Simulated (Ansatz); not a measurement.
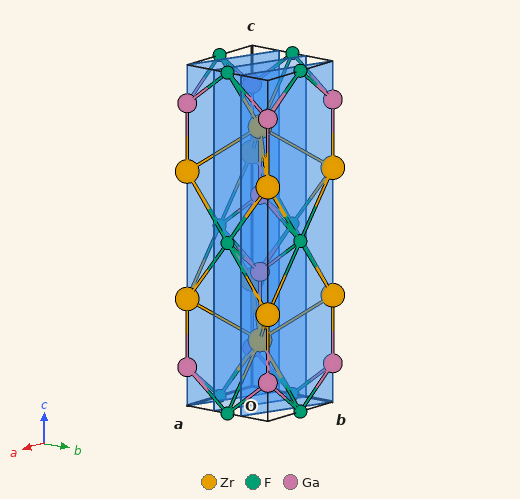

For ZrGaF, coordinates from a relaxation (final pressure about 20 GPa) with DFT, PAW plane waves, pbe in Ansatz 0.2.0; the starting structure was generated, so it need not be a known form of this composition: every member of one family of equally spaced planes, hx + ky + lz = a whole number, that cuts the unit cell is shaded (one member passes through the origin O, touching the cell only at an edge or corner). The drawing is computed from the coordinates (standard cell, symmetry found to 0.002 Å).

a = 3.700 Å, b = 3.700 Å, c = 12.548 Å, α = 90.00°, β = 90.00°, γ = 90.00°.

Which (hkl) family is drawn?

(1 3 0); the opposite sign names the same planes. The member next to the origin meets the axes a at 1, b at 1/3, c never.

What is the spacing?

d = 1.170 Å.

Which atoms of the cell lie in these planes (within 0.03 Å)?

all 4 Zr, all 4 Ga.

The space group is No. 139, I4/mmm. How many reflections hkl are equivalent to this one (itself included), and does it occur?

8 reflections are equivalent in the Laue class 4/mmm. The space group allows the reflection.
